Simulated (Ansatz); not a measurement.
Starting cell, Te (trigonal-Te type, space group P3_121):

```
Te
1.0
    4.62412     0.00000     0.00000
   -2.31206     4.00460     0.00000
    0.00000     0.00000     5.90339
Te
3
Direct
  0.25335   0.00000   0.33333
  0.00000   0.25335   0.66667
  0.74665   0.74665   0.00000
```

Scan: atom 1 (Te, nearest neighbour Te at 2.827 Å; its periodic images, 4.6 Å or more away, move with it) is displaced along Cartesian [110], direction (0.707, 0.707, 0.000) in Cartesian axes, by s. The other atoms stay.

Computed with r2SCAN (plane waves to 500 eV, PAW, scalar-relativistic; Ansatz, a first-principles code). k mesh 7×7×5 (Γ-centred), Fermi-Dirac smearing 0.05 eV. The energy includes the smearing's −TS. F∥ is the force on the atom along that direction. Spin-orbit coupling is left out, though Te is heavy. Te was relaxed with its symmetry unable to fall. The zero of ΔE is the undisplaced structure.

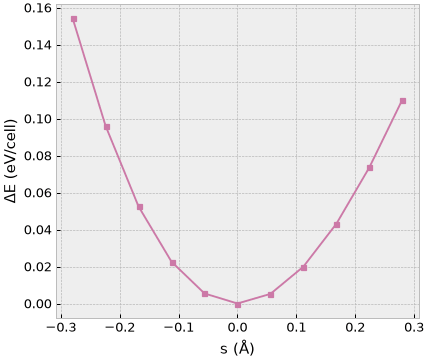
Figure. ΔE (eV/cell) against s (Å); markers are the computed points, lines only join them.

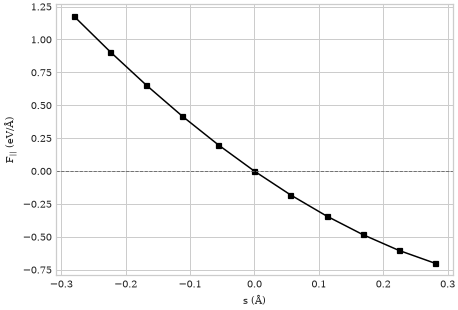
Figure: F∥ (eV/Å) against s (Å); computed points joined by lines.

The force along the line at s = -0.280 Å is 1.18 eV/Å and the force constant k = d²E/ds² at s = 0 (finite differences) comes out as 3.39 eV/Å². The energy at s = 0.280 Å is 110.2 meV/cell. Harmonic estimate at the end of the scan: ½ks² = 133.0 meV/cell against the computed 110.2 meV/cell, so the well is softer than harmonic there. Shape of the curve: a single well with its minimum at or next to zero displacement.

The forces along the line at the two nearest points give (0.199 − (-0.181)) / (2·0.056) = 3.39 eV/Å²; the next pair corrects for the finite step.

(For displaced atoms, the force is minus the slope of the energy, and its curvature is a force constant, which sets phonon frequencies.)
